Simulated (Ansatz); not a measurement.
# C₂H₆GeS: how energies converge with the basis set

Aim: see how fast density functionals converge with the basis set for C₂H₆GeS.

Computed with Ansatz 0.2.0, Gaussian basis. Level: one geometry, several basis sets.

The runs, in order: PBE0-D4/def2-SVP; ωB97M-V/def2-SVP; PBE0-D4/def2-QZVPP; ωB97M-V/def2-QZVPP; the functionals' def2-TZVPP values are taken from earlier runs.

## (1) Structure used throughout

An earlier PBE0-D4 in a triple-zeta def2 set relaxation fixed the geometry.

SMILES `C=C[S][GeH3]`, 10 atoms, charge 0, spin multiplicity 1.

Atoms are counted from 1 here; the program's logs count them from 0.

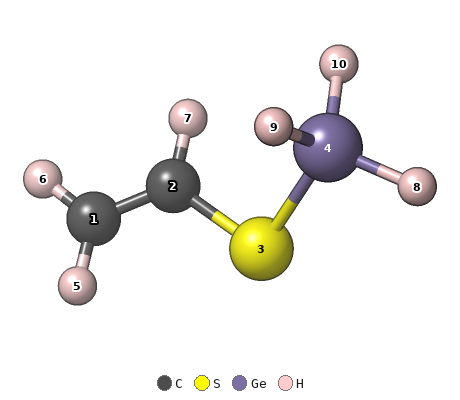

The geometry (carbon dark grey, sulfur yellow, germanium purple, hydrogen pink); atoms are numbered from 1 in the order of the file.

## (2) PBE0-D4 in def2-SVP

Input file in.yaml:

```yaml
crystal:
  periodic: [false, false, false]
  atoms:
    - {symbol: C, position_ang: [-1.133200, 1.877628, 0.436415]}
    - {symbol: C, position_ang: [-0.170272, 1.028951, 0.101087]}
    - {symbol: S, position_ang: [-0.309131, -0.093334, -1.245326]}
    - {symbol: Ge, position_ang: [0.805680, -1.817596, -0.395307]}
    - {symbol: H, position_ang: [-2.094929, 1.879573, -0.063384]}
    - {symbol: H, position_ang: [-0.970709, 2.607069, 1.221216]}
    - {symbol: H, position_ang: [0.787002, 1.045023, 0.615242]}
    - {symbol: H, position_ang: [1.021167, -2.794040, -1.557254]}
    - {symbol: H, position_ang: [0.001610, -2.480981, 0.733896]}
    - {symbol: H, position_ang: [2.146082, -1.303494, 0.156316]}
basis:
  gaussian: {orbitals: def2-SVP}
hamiltonian: {xc: pbe0, dispersion: d4}
output: {orbitals: {seedname: orbitals}}
```

The run is started by

```console
> ansatz run in.yaml --threads 4 --pin off --events-out ev --progress --plain --max-ram 10444MiB
```

Log:

```text
Functional definition: PBE0
  name "PBE0"
  cite "Adamo & Barone, J. Chem. Phys. 110, 6158 (1999) doi:10.1063/1.478522"
  cite "Perdew, Burke & Ernzerhof, Phys. Rev. Lett. 77, 3865 (1996) doi:10.1103/PhysRevLett.77.3865"
  parent pbe
  parameter a = 0.25
  parameter kappa = 0.804
  parameter beta = 0.06672455060314922
  exchange = (1 - a)*pbe_x(kappa = kappa, mu = beta*pi^2/3) + a*exact_x
  correlation = pbe_c(beta = beta)
1073 factors; integrals over basis functions are off by at most 1.5e-3 eV
mean field evaluation 1: about -69494.6514 eV, gradient 4.3e1 eV
mean field evaluation 2: about -69491.5327 eV, gradient 5.3e1 eV
mean field evaluation 4: about -69499.2407 eV, gradient 3.5e0 eV
mean field evaluation 8: about -69499.3501 eV, gradient 1.5e-1 eV
mean field evaluation 16: about -69499.3501 eV, gradient 4.6e-5 eV
mean field -69499.35012127 eV, -2554.0540086053 hartree, gradient 4.6e-5 eV, S^2 0.000000; 0 other end points of the search recorded, 0 dependent functions left out
reference -69499.35014954 eV, -2554.0540096441 hartree; 33, 33 occupied and 75, 75 virtual orbitals, 1073 factors
Total energy: -69499.54043881 eV, -2554.0610026459 hartree
```

Run time: 0.85 s. Hardware: 4 threads of Intel Xeon 6975P-C, shared host.

## (3) ωB97M-V in def2-SVP

in.yaml: that of step 2 with these lines changed.

```diff
@@ -15,3 +15,3 @@
   gaussian: {orbitals: def2-SVP}
-hamiltonian: {xc: pbe0, dispersion: d4}
+hamiltonian: {xc: {name: wB97M-V}}
 output: {orbitals: {seedname: orbitals}}
```

The command is unchanged.

Log, cut to the lines that bear on the results:

```text
Functional definition: wB97M-V
  name "wB97M-V"
  cite "Mardirossian & Head-Gordon, J. Chem. Phys. 144, 214110 (2016) doi:10.1063/1.4952647"
  cite "Becke, J. Chem. Phys. 107, 8554 (1997) doi:10.1063/1.475007"
  cite "Vydrov & Van Voorhis, J. Chem. Phys. 133, 244103 (2010) doi:10.1063/1.3521275"
  # Of w^i u^j: cxij and so on, Table III.
[...]
  gx(w, u) = 1 - cx + cx01*u + cx10*w
  gss(w, u) = css00 + css04*u^4 + css10*w + css20*w^2 + css43*w^4*u^3
  gos(w, u) = cos00 + cos10*w + (cos20 + cos21*u)*w^2 + (cos60 + cos61*u)*w^6
[...]
      + integral(e_c_pw_mod_opposite_spin*gos(b97_w_opposite, b97_u_opposite)) + vv10(b, c)
1073 factors; integrals over basis functions are off by at most 1.5e-3 eV
311 factors; integrals over basis functions are off by at most 7.9e-6 eV
[...]
mean field -69507.76167357 eV, -2554.3631274506 hartree, gradient 1.9e-5 eV, S^2 0.000000; 0 other end points of the search recorded, 0 dependent functions left out
reference -69507.76171738 eV, -2554.3631290605 hartree; 33, 33 occupied and 75, 75 virtual orbitals, 1073 factors
Total energy: -69507.76171738 eV, -2554.3631290605 hartree
```

It took 2.7 s on 4 threads of Intel Xeon 6975P-C, shared host.

## (4) PBE0-D4 in def2-QZVPP

in.yaml: that of step 3 with these lines changed.

```diff
@@ -14,4 +14,4 @@
 basis:
-  gaussian: {orbitals: def2-SVP}
-hamiltonian: {xc: {name: wB97M-V}}
+  gaussian: {orbitals: "def2-QZVPP.json"}
+hamiltonian: {xc: pbe0, dispersion: d4}
 output: {orbitals: {seedname: orbitals}}
```

Same command.

Log:

```text
Functional definition: PBE0
  name "PBE0"
  cite "Adamo & Barone, J. Chem. Phys. 110, 6158 (1999) doi:10.1063/1.478522"
  cite "Perdew, Burke & Ernzerhof, Phys. Rev. Lett. 77, 3865 (1996) doi:10.1103/PhysRevLett.77.3865"
  parent pbe
  parameter a = 0.25
  parameter kappa = 0.804
  parameter beta = 0.06672455060314922
  exchange = (1 - a)*pbe_x(kappa = kappa, mu = beta*pi^2/3) + a*exact_x
  correlation = pbe_c(beta = beta)
1650 factors; their error is unknown
mean field evaluation 1: about -69506.6957 eV, gradient 5.7e1 eV
mean field evaluation 2: about -69497.7607 eV, gradient 7.9e1 eV
mean field evaluation 4: about -69514.1276 eV, gradient 4.3e0 eV
mean field evaluation 8: about -69514.1658 eV, gradient 6.4e-2 eV
mean field evaluation 16: about -69514.3199 eV, gradient 2.4e-4 eV
mean field -69514.31989280 eV, -2554.6041375620 hartree, gradient 5.0e-5 eV, S^2 0.000000; 0 other end points of the search recorded, 0 dependent functions left out
reference -69514.31993383 eV, -2554.6041390700 hartree; 33, 33 occupied and 420, 420 virtual orbitals, 1650 factors
Total energy: -69514.51022311 eV, -2554.6111320718 hartree
```

Run time: 6 s. Hardware: 4 threads of Intel Xeon 6975P-C, shared host; peak memory 1.7 GiB.

## (5) ωB97M-V in def2-QZVPP

in.yaml: that of step 4 with these lines changed.

```diff
@@ -15,3 +15,3 @@
   gaussian: {orbitals: "def2-QZVPP.json"}
-hamiltonian: {xc: pbe0, dispersion: d4}
+hamiltonian: {xc: {name: wB97M-V}}
 output: {orbitals: {seedname: orbitals}}
```

Same command.

Log, cut to the lines that bear on the results:

```text
Functional definition: wB97M-V
  name "wB97M-V"
  cite "Mardirossian & Head-Gordon, J. Chem. Phys. 144, 214110 (2016) doi:10.1063/1.4952647"
  cite "Becke, J. Chem. Phys. 107, 8554 (1997) doi:10.1063/1.475007"
  cite "Vydrov & Van Voorhis, J. Chem. Phys. 133, 244103 (2010) doi:10.1063/1.3521275"
  # Of w^i u^j: cxij and so on, Table III.
[...]
  gx(w, u) = 1 - cx + cx01*u + cx10*w
  gss(w, u) = css00 + css04*u^4 + css10*w + css20*w^2 + css43*w^4*u^3
  gos(w, u) = cos00 + cos10*w + (cos20 + cos21*u)*w^2 + (cos60 + cos61*u)*w^6
[...]
      + integral(e_c_pw_mod_opposite_spin*gos(b97_w_opposite, b97_u_opposite)) + vv10(b, c)
1610 factors; their error is unknown
366 factors; integrals over basis functions are off by at most 9.8e-6 eV
[...]
mean field -69522.78431681 eV, -2554.9151994070 hartree, gradient 6.2e-5 eV, S^2 0.000000; 0 other end points of the search recorded, 0 dependent functions left out
reference -69522.78438150 eV, -2554.9152017842 hartree; 33, 33 occupied and 420, 420 virtual orbitals, 1610 factors
Total energy: -69522.78438150 eV, -2554.9152017842 hartree
```

Wall time 10 s (4 threads of Intel Xeon 6975P-C, shared host); peak memory 2 GiB.

## (6) Functionals by basis

The def2-TZVPP values come from earlier runs at the same geometry.

| functional | basis | functions | energy (eV) | from the largest (eV) | HOMO (eV) | LUMO (eV) |
| --- | --- | --- | --- | --- | --- | --- |
| PBE0-D4 | def2-SVP | 108 | -69499.5404 | 14.970 | -6.55 | -0.11 |
| PBE0-D4 | def2-TZVPP | 236 | -69512.8373 | 1.673 | -6.62 | -0.33 |
| PBE0-D4 | def2-QZVPP | 453 | -69514.5102 | 0.000 | -6.64 | -0.42 |
| ωB97M-V | def2-SVP | 108 | -69507.7617 | 15.023 | -8.62 | 2.01 |
| ωB97M-V | def2-TZVPP | 236 | -69521.1576 | 1.627 | -8.73 | 1.69 |
| ωB97M-V | def2-QZVPP | 453 | -69522.7844 | 0.000 | -8.74 | 1.32 |

## (7) Outcome

| quantity | value |
| --- | --- |
| PBE0-D4: double and triple zeta above quadruple | 14.97, 1.67 eV |
| ωB97M-V: double and triple zeta above quadruple | 15.02, 1.63 eV |

For PBE0-D4 the step from double to triple zeta gains 13.30 eV and the next only 1.67 eV. These are total energies; as a rule much of such shifts cancels in differences, which this series doesn't test. The LUMO of ωB97M-V is positive and keeps falling with the basis (2.01 to 1.32 eV): an unbound level that the basis holds in place.

For PBE0-D4 the largest set took about 7 times as long as the smallest (6 s against 0.85 s).
